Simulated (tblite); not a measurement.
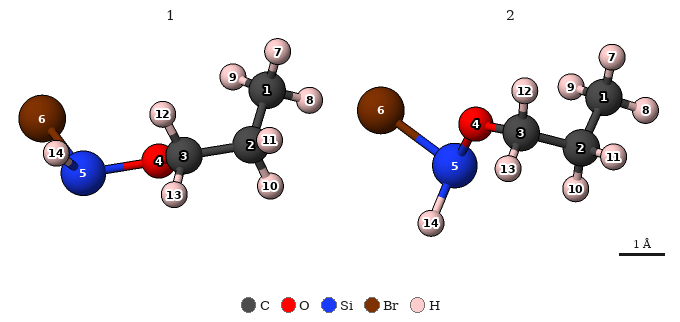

Two geometries of C$_{3}$H$_{8}$BrOSi (multiplicity 2), drawn at one scale. One is the start of a relaxation, the other its converged end. The picture is a ball-and-stick view, seen from a free direction.

These are results of tblite, GFN2-xTB geometry optimisation, gas phase, not measurements. 

Question: Which geometry has the lower energy?

Answer: Structure 2 is the relaxed one. Over 156 geometry steps the energy falls by 56.2 kJ/mol. The largest move after the best rigid fit is that of H14, 2.20 Å. By element the largest moves are H 2.20 Å, O 1.27 Å, Si 0.87 Å, C 0.71 Å, Br 0.41 Å. Some distances before and after: O4–Si5 1.708 → 1.616 Å, Si5–Br6 2.261 → 2.215 Å, C2–H10 1.139 → 1.094 Å, C3–H12 1.128 → 1.095 Å. Bond angles that change, for instance: C3–O4–Si5 112.1° → 130.5°, O4–Si5–Br6 106.7° → 100.5°, C2–C3–O4 109.2° → 112.8°. Groups turn about C3–O4 by about 125°, O4–Si5 by about 40°, C1–C2 by about 35°.
